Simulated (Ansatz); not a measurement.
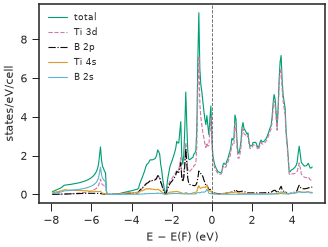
Figure. Total and projected density of states of Ti2B in space group R-3m (No. 166; Ti on 6c, B on 3a), PBE+D3(BJ) in the plane-wave PAW code Ansatz

Problem. Which orbitals carry the states next to the Fermi level?

Solution. Within 0.5 eV of the Fermi level: Ti 3d 77 %, B 2p 10 %, Ti 4s 6 %. Projections are on Löwdin-orthogonalised atomic valence shells; empty p or d shells of many metals are not among them.

Problem. Where is the tallest occupied peak in this window, and what makes it?

Solution. Near -0.6 eV, about 9.4 states/eV per cell; the largest projected share is Ti 3d.

The start of the workflow was typed in or built on a structure type; neither database checked (COD, Materials Project) lists it. Whether it is the stable phase at ambient conditions was not checked. The PBE+D3(BJ) relaxation kept the symmetry of its start; its stability against distortions is not shown here. The run is not spin-polarised. The volume moved by -28 % from the start of the relaxation.

Potentials: the earlier of the program's two PAW sets.
